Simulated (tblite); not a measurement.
# C5H10B2: the cost of one run

Programs: tblite 0.8.0 and PySCF 2.14.0, with density-fitted response routines of our own. Each step states its level of theory. These are calculated values for one molecule in the gas phase, unless marked as measured. Atoms count from 0, in the outputs and in this text.

## Step 1: The molecule as given

17 atoms, charge 0, multiplicity 1; geometry from: force field or distance geometry start.

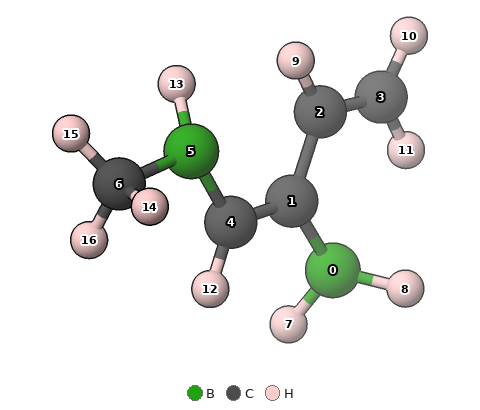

As it starts; boron green, carbon dark grey, hydrogen pink, atoms numbered.

## Step 2: Relaxing the molecule with GFN2-xTB

Job settings and geometry (Å):

```
{"job": {"kind": "relax", "xc": "GFN2-xTB", "basis": "xTB"}, "charge": 0, "multiplicity": 1}
B     -1.731800     1.326800    -0.997800
C     -0.765100     0.324000    -0.303300
C     -1.281200    -0.951400     0.213700
C     -2.586000    -1.153100     0.027000
C      0.541800     0.619300    -0.152800
B      1.473500    -0.410900     0.541300
C      2.998700     0.043300     0.648400
H     -1.343000     1.925400    -1.938100
H     -2.566400     1.853900    -0.349200
H     -0.686200    -1.692500     0.708200
H     -3.117700    -2.029300     0.342600
H     -3.179400    -0.385200    -0.469500
H      0.916100     1.574600    -0.533100
H      1.315600    -1.563400     0.280600
H      3.136200     0.649500     1.565300
H      3.674800    -0.831300     0.610400
H      3.193100     0.712500    -0.203800
```

The run is started by

```sh
OMP_NUM_THREADS=1 python probes_run.py task.json out
```

One launch serves the whole session: the jobs run in the order shown.

**Question.** How long does this first job take on 1 thread of Arm Neoverse V2, shared host?

About 1.2 s.
